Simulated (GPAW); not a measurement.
# puckered PAs monolayer in an electric field, part 2 of 2

Wanted: the out-of-plane polarisability of puckered PAs monolayer.

GPAW 26.7.0; GPAW, PAW setups; layer in a repeated cell with vacuum, relaxation of atoms and in-plane cell (the session's first sound run).

So far. Step 8 (In a field): The dipole is now 0.0436 e Å, against -3.3e-5 in the run without a field. Step 9 (Field on): The dipole is now 0.0872 e Å, against -3.3e-5 in the run without a field.

### 10. Field on

Level of this step: GPAW, PAW setups; slab in vacuum (GPAW).

The input, run.py:

```python
import json
import numpy as np
from ase import Atoms
from gpaw import GPAW, PW
from gpaw.external import ConstantElectricField

slab = Atoms(
    ['P', 'As', 'As', 'P'],
    positions=[
        [0.37123, -0.00000, 9.08283],
        [1.97898, 1.75203, 9.00000],
        [4.32917, 0.00000, 11.34989],
        [2.72142, 1.75203, 11.26708]],
    cell=[[4.70038, -0.0, 0.0], [-0.0, 3.50406, 0.0], [0.0, 0.0, 20.3499]],
    pbc=[True, True, False])

slab.calc = GPAW(mode=PW(400), xc='PBE', kpts={'size': (6, 8, 1), 'gamma': True},
                 occupations={'name': 'fermi-dirac', 'width': 0.05}, nbands='160%',
                 convergence={'density': 1e-05}, maxiter=200,
                 poissonsolver={'dipolelayer': 'xy'},
                 external=ConstantElectricField(0.3, [0, 0, 1]),
                 symmetry={'tolerance': 1e-3}, txt='slab.txt')
result = {}
energy = slab.get_potential_energy()
fermi = slab.calc.get_fermi_level()
v = slab.calc.get_electrostatic_potential().mean((0, 1)) - fermi
n = slab.calc.get_pseudo_density().mean((0, 1))
L = slab.cell[2, 2]
z = np.arange(len(v)) * L / len(v)
low, high = slab.positions[:, 2].min(), slab.positions[:, 2].max()
below, above = np.interp([low - 6.8, high + 6.8], z, v)
slopes = [np.interp(x, z, np.gradient(v, z)) for x in (low - 6.8, high + 6.8)]
eps = np.array([[slab.calc.get_eigenvalues(k, s) for k in range(len(slab.calc.get_ibz_k_points()))]
                for s in range(slab.calc.get_number_of_spins())]) - fermi
top, bottom = eps[eps < 0].max(), eps[eps > 0].min()
dipole = slab.get_dipole_moment()[2]
print(f'energy {energy:.4f} eV, Fermi level {fermi:.4f} eV, dipole {dipole:.5f} e A')
print(f'potential 6.8 A off the faces, from the Fermi level: lower {below:.4f} eV, upper {above:.4f} eV')
print(f'slope of the potential there: lower {slopes[0]:.5f}, upper {slopes[1]:.5f} eV/A')
print(f'nearest levels on the mesh: {top:.4f} and {bottom:.4f} eV')
print('magnetic moment', round(slab.get_magnetic_moment(), 3))
result.update(energy=energy, fermi=fermi, dipole=dipole, below=below, above=above, slopes=slopes, edges=[top, bottom],
              z=z.tolist(), v=v.tolist(), n=n.tolist(), positions=slab.positions.tolist(),
              forces=slab.get_forces(apply_constraint=False).tolist(), moments=slab.get_magnetic_moments().tolist())
json.dump(result, open('result.json', 'w'))
```

The run is started by

```console
$ OMP_NUM_THREADS=1 OPENBLAS_NUM_THREADS=1 python run.py
```

Output:

```text
energy -19.7309 eV, Fermi level -1.7327 eV, dipole 0.13090 e A
potential 6.8 A off the faces, from the Fermi level: lower 5.1309 eV, upper 3.6926 eV
slope of the potential there: lower -0.00000, upper -0.00003 eV/A
nearest levels on the mesh: -0.4635 and 0.4532 eV
magnetic moment 0.0
```

It took 55 s on 1 thread of Arm Neoverse V1, shared host; peak memory 0.27 GiB.

Table of electrostatic potential energy of an electron (without an applied field's), less the Fermi level, planar mean by z:

| z (Å) | electrostatic potential energy of an electron (without an applied field's), less the Fermi level, planar mean (eV) |
| --- | --- |
| 0 | 4.41 |
| 2 | 5.13 |
| 4 | 5.13 |
| 6 | 5.12 |
| 8 | 2.32 |
| 10 | -0.291 |
| 12 | -3.25 |
| 14 | 3.68 |
| 16 | 3.69 |
| 18 | 3.69 |
| 20 | 3.78 |

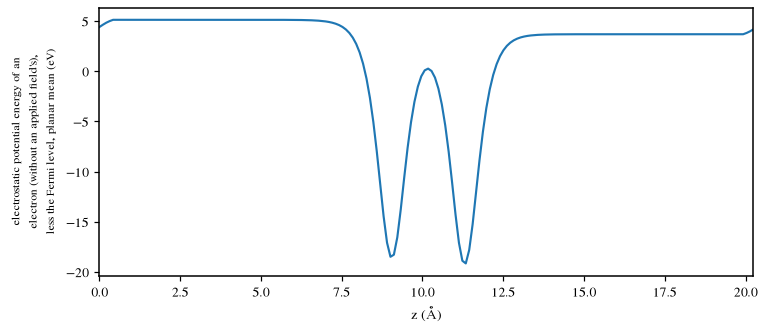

Electrostatic potential energy of an electron (without an applied field's), less the Fermi level, planar mean, plotted against z.

The dipole is now 0.131 e Å, against -3.3e-5 in the run without a field.

### 11. The series

The members are put on one axis.

This step: induced dipole against applied field (GPAW 26.7.0).

Table of dipole along the normal by field:

| field (V/Å) | dipole along the normal (e·Å) |
| --- | --- |
| -0.200 | -0.0872 |
| -0.100 | -0.0436 |
| -0.050 | -0.0218 |
| 0.000 | -3.3e-5 |
| 0.050 | 0.0218 |
| 0.100 | 0.0436 |
| 0.200 | 0.0872 |
| 0.300 | 0.131 |

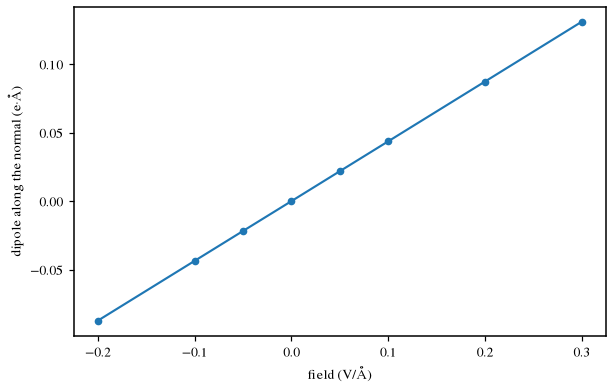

Dipole along the normal, plotted against field.

### 12. A changed run

One more run, with changed settings.

This step: GPAW, PAW setups; slab in vacuum (GPAW 26.7.0).

run.py, as its differences from that of step 10:

```diff
@@ -4,3 +4,2 @@
 from gpaw import GPAW, PW
-from gpaw.external import ConstantElectricField
 
@@ -16,7 +15,6 @@
 
-slab.calc = GPAW(mode=PW(400), xc='PBE', kpts={'size': (6, 8, 1), 'gamma': True},
+slab.calc = GPAW(mode=PW(400), xc='pbe96', kpts={'size': (6, 8, 1), 'gamma': True},
                  occupations={'name': 'fermi-dirac', 'width': 0.05}, nbands='160%',
-                 convergence={'density': 1e-05}, maxiter=200,
+                 convergence={'density': 1e-05}, maxiter=75,
                  poissonsolver={'dipolelayer': 'xy'},
-                 external=ConstantElectricField(0.3, [0, 0, 1]),
                  symmetry={'tolerance': 1e-3}, txt='slab.txt')
```

Output:

```text
NameError: Unknown functional: pbe96.
```

Wall time 0.88 s (1 thread); peak memory 0.1 GiB.

The input was rejected at the start.

The program's message: “NameError: Unknown functional: pbe96.”

The change that led to it: xc = "pbe96".

### 13. Results

- work function, both faces (Fermi level placed in the gap by the smearing): 4.40 eV
- ionisation energy from the upper face (highest filled level on the mesh): 4.87 eV
- electron affinity from the upper face (lowest empty Kohn-Sham level on the mesh): 3.95 eV
- dipole along the normal: -3.3e-5 e Å, near the numerical noise
- induced dipole per field: 0.436 e Å per V/Å
- out-of-plane polarisability per area, α/(ε0 A): 4.79 Å

The field induces 0.436 e Å per V/Å, a polarisable thickness α/(ε0 A) of 4.79 Å beside 2.35 Å between the outermost nuclei. A perfect conductor would give the distance between its two image planes; a dielectric of thickness t gives t(1 - 1/ε). The levels nearest the Fermi level on the mesh lie 0.921 eV apart, so the slab is gapped there: the smearing puts the Fermi level inside the gap, and from either face the ionisation energy is the work function plus 0.47 eV. Both are Kohn-Sham levels on the mesh, and semilocal gaps are too small, so the affinity tends to come out too large and the ionisation energy too small. The induced dipole is linear in the field over this range. The layer's cell and atoms come from the relaxation; spin-orbit coupling and temperature are left out.

[Logs are printed without paths, hosts, clocks, repeated set-up lines and the standing remarks that a program may print on its own settings, such as how far it seeks lower states.]

[Hosts, paths, dates, database ids (printed as entryN), source tags and the programs' standing remarks are cut or masked in the printed files.]
